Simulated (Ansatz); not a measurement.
# C2H3Ge (SMILES [CH2+][CH]=[Ge]) (charge +1): what the fields show

```xyz
6

C    -0.5792   -0.2091   -0.7726
C    -1.1868    0.5434    0.1938
Ge   -2.8180   -0.4562    0.3853
H    -0.7358    1.4439    0.6374
H     0.4178    0.0097   -1.2017
H    -1.0495   -1.1231   -1.2153
```

Geometry: BLYP-D3(BJ)/def2-SVP.

Computed with isolated molecule in a Gaussian basis; Kohn-Sham density functional theory, functional PBE0 in Ansatz.

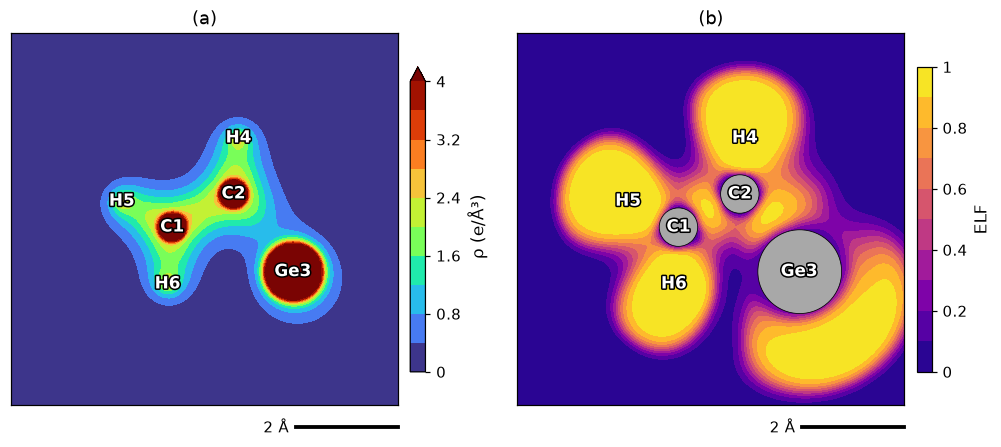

Figure 1. (a) electron density; (b) ELF on the molecular plane. Grey discs cover the atomic cores in the ELF map.

Question: Describe what can be read from this map.

Answer: The section cuts through C, Ge and H sites. C–C (1.37 Å): the density is about 2.2 e/Å³ at the midpoint; the ELF peaks at about 0.90 between the atoms (a covalent bond). C–Ge (1.92 Å): ρ is about 0.92 e/Å³ halfway; the ELF peaks at about 0.90 in the valence shell of C, 0.7 Å from its nucleus, and is about 0.65 at the midpoint. C–H (1.10 Å): the density is about 2 e/Å³ at the midpoint; the ELF climbs to about 1 towards the hydrogen, as it does in any bond to H (an ordinary covalent bond to hydrogen).

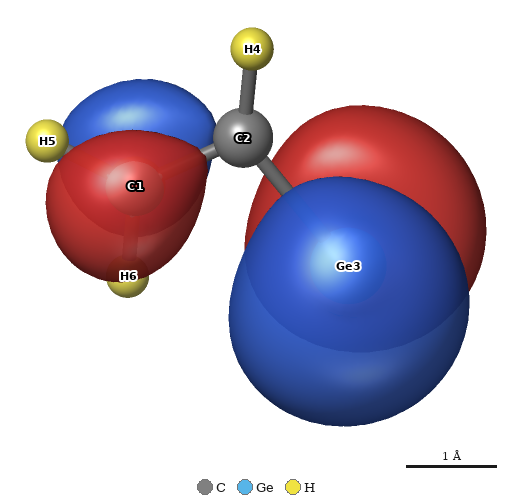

Figure 2. The LUMO at ±0.1 Å⁻³ᐟ² (red and blue are the two phases), seen at a tilt.

Question: Where does this orbital lie, and at what energy?

Answer: By Hirshfeld shares it lies mainly on Ge3 (about 75 %) and C1 (about 15 %); it changes sign across the molecular plane (π type). Its energy is −8.73 eV.

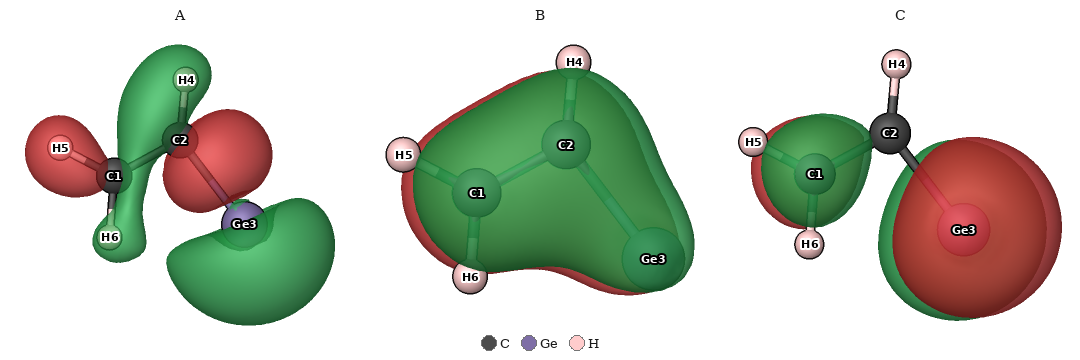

Figure 3. Three frontier orbitals at ±0.1 Å⁻³ᐟ² (green and red are the two phases), in no order.

Question: Order the three orbitals by energy and name them.

Answer: B is the HOMO−1 (−14.41 eV). Its weight (Hirshfeld) is mainly on C2 (about 40 %), C1 (about 35 %) and Ge3 (about 15 %); it changes sign across the molecular plane (π type); π-bonding across C1–C2 and C2–Ge3. A is the HOMO (−13.81 eV). By Hirshfeld shares it lies mainly on Ge3 (about 50 %), C2 (about 30 %) and C1 (about 5 %); it is symmetric in the molecular plane (an in-plane orbital: σ, lone-pair or in-plane π type). C is the LUMO (−8.73 eV). By Hirshfeld shares it lies mainly on Ge3 (about 75 %) and C1 (about 15 %); it changes sign across the molecular plane (π type).

Question: What is the HOMO–LUMO gap?

Answer: 5.08 eV between the orbital energies.
